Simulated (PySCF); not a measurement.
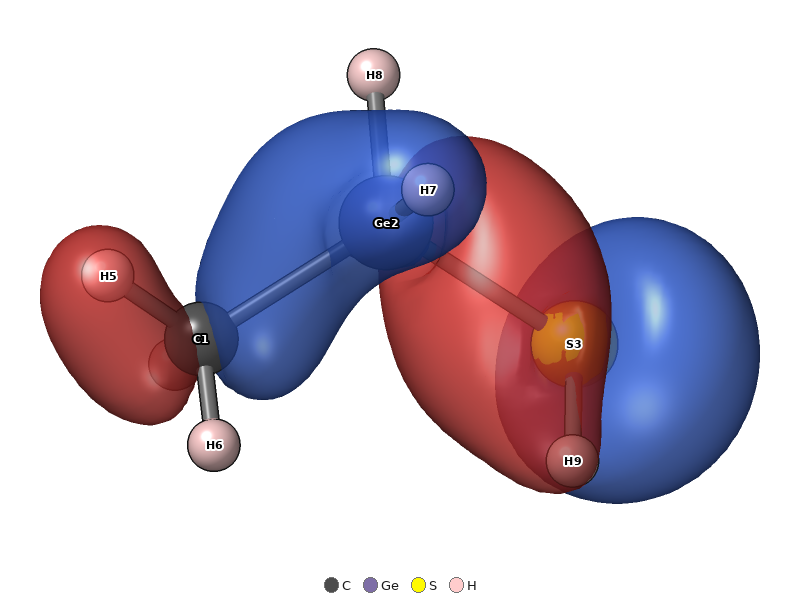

Figure. CH₆GeS (SMILES [CH3][GeH2][SH]). The HOMO−1 at ±0.1 Å⁻³ᐟ² (red and blue are the two phases), seen across its widest extent.

Geometry: PBE0-D3(BJ)/def2-SVP.

Theory: Gaussian-basis quantum chemistry of an isolated molecule with PySCF, energy and nuclear gradient, functional PBE0 (PySCF 2.14.0).

```tsv
atom	x (Å)	y (Å)	z (Å)
C	-0.7614	0.6273	-1.4703
Ge	0.2550	-0.2659	-0.0684
S	-0.5301	-2.3293	0.2866
H	-0.7393	0.0240	-2.3886
H	-0.3327	1.6187	-1.6807
H	-1.8081	0.7565	-1.1590
H	0.2060	0.5426	1.2442
H	1.7170	-0.4948	-0.4890
H	-1.7442	-1.9101	0.7059
```

**Describe this orbital and give its energy.**

It lies mainly on S3 (about 60 %), Ge2 (about 20 %) and C1 (about 10 %). Its energy is −8.83 eV.
